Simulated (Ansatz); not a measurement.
# PbS: x(Te) = 0.5, 8 atoms, P4/nmm

Take PbS in the rock salt structure (space group Fm-3m, No. 225; a = 5.9027 Å) as the base.

The other end (x = 1) is PbTe in the rock salt structure (space group Fm-3m, No. 225): 33.42 Å³/atom, gap 0.65 eV.

It is then changed as follows: a fraction x = 0.5 of the S sites is given to Te, ordered in a cell of 8 atoms (starting symmetry P4/nmm) and fully relaxed.

All numbers come from PBEsol/PAW in Ansatz (a quantum-chemistry and plane-wave program), spin-orbit coupling left out. Γ-centred 8×8×3 mesh, Fermi–Dirac width 0.05 eV, for the changed cell.

```json
[
 {"quantity": "volume per atom", "base": "25.71 Å³", "changed": "29.72 Å³", "shift": "+4.016 Å³"},
 {"quantity": "density", "base": "7.73 g/cm³", "changed": "8.02 g/cm³", "shift": "+0.29 g/cm³"},
 {"quantity": "shortest interatomic distance", "base": "2.951 Å", "changed": "2.896 Å", "shift": "-0.055 Å"},
 {"quantity": "band gap (uncertain: the edges found look like a band crossing or inverted bands; the changed cell)", "base": "0.19 eV", "changed": "0.15 eV", "shift": "-0.046 eV"},
 {"quantity": "mixing energy (to 0.01 eV only: unlike meshes or grids)", "base": "–", "changed": "+0.06 eV/atom", "shift": "–"},
 {"quantity": "deviation of the volume from the linear (Vegard-type) interpolation", "base": "–", "changed": "+0.5 %", "shift": "–"},
 {"quantity": "mean first-shell distances", "base": "–", "changed": "S–Pb 3.042 Å (end compound 2.951 Å), Te–Pb 3.160 Å (end compound 3.221 Å)", "shift": "–"}
]
```

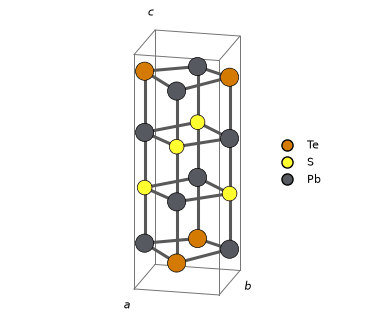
Figure. The relaxed conventional cell after the change

These are small ordered cells, not random alloys; other orderings at the same x differ. Spin-orbit coupling, missing from the scalar runs, can matter with Pb and Te. Whether these cells are dynamically stable was not tested. A zero or small gap of Pb2TeS and PbS can be the functional's error rather than a property of the material.
